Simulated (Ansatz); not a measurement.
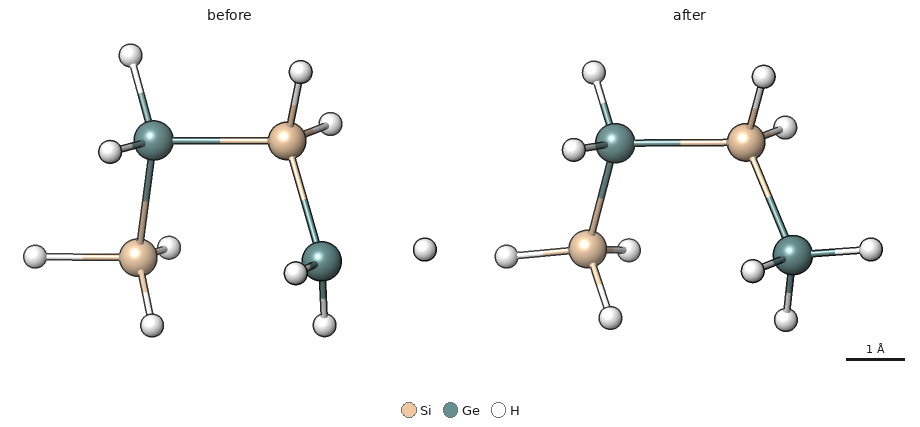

The structure of Ge2Si2H10 before (left) and after (right) a relaxation, at one scale.

A ball-and-stick model, seen from a free direction.

Level of theory: RKS HSE06/STO-3G in Ansatz 0.2.0.

Input
```yaml
crystal:
  periodic: [false, false, false]
  atoms:
    - {symbol: Si, position_ang: [-1.940517, 0.698919, 1.142524]}
    - {symbol: Ge, position_ang: [-0.352919, -1.323585, 0.991105]}
    - {symbol: Si, position_ang: [1.541188, -0.371733, -0.014254]}
    - {symbol: Ge, position_ang: [0.899304, 0.610066, -2.039017]}
    - {symbol: H, position_ang: [-1.545007, 1.582979, 1.955250]}
    - {symbol: H, position_ang: [-2.322160, 0.891179, -0.354807]}
    - {symbol: H, position_ang: [-3.373377, -0.172121, 1.765222]}
    - {symbol: H, position_ang: [0.100736, -1.908312, 2.532616]}
    - {symbol: H, position_ang: [-0.941160, -2.294017, 0.244334]}
    - {symbol: H, position_ang: [2.129066, 0.839792, 1.154336]}
    - {symbol: H, position_ang: [2.523442, -1.446376, -0.034789]}
    - {symbol: H, position_ang: [0.193335, 1.799225, -2.034611]}
    - {symbol: H, position_ang: [2.505127, 1.126111, -2.820433]}
    - {symbol: H, position_ang: [0.552216, -0.217380, -2.906566]}
basis:
  gaussian: {orbitals: STO-3G, fitting: {mean_field: def2-universal-jkfit}}
hamiltonian: {xc: {name: HSE06}}
relax: {f_tol: 0.0001, max_steps: 3}
output: {forces: true}
```

Launched with:
```bash
ansatz run in.yaml --threads 4 --pin off --events-out ev --progress --plain --max-ram 11315MiB
```

Q: Describe what moved and what it gained.

A: The relaxation stopped without meeting its thresholds, so the last structure isn't shown to be converged. The input was poor on purpose: steps. H8 moves most after the best rigid fit: 0.31 Å. By element the largest moves are H 0.31 Å, Si 0.28 Å, Ge 0.22 Å. Near-neighbour distances that change, for instance: Ge4–H13 1.859 → 1.401 Å, Si1–H7 1.789 → 1.434 Å, Si3–H10 1.783 → 1.442 Å, Ge2–H8 1.710 → 1.404 Å. New bonds form, among them: Ge4–H13 (1.86 → 1.40 Å). Among the angles between lasting bonds that change: H5–Si1–H6 127.5° → 107.0°, Ge2–Si1–H7 97.6° → 112.2°, Ge4–Si3–H11 118.8° → 109.6°. Over 2 geometry steps the energy falls by 6.001 eV. The largest force component goes from 11 to 0.62 eV/Å.

Limits of the set-up: STO-3G is a minimal basis, so the numbers are rough.
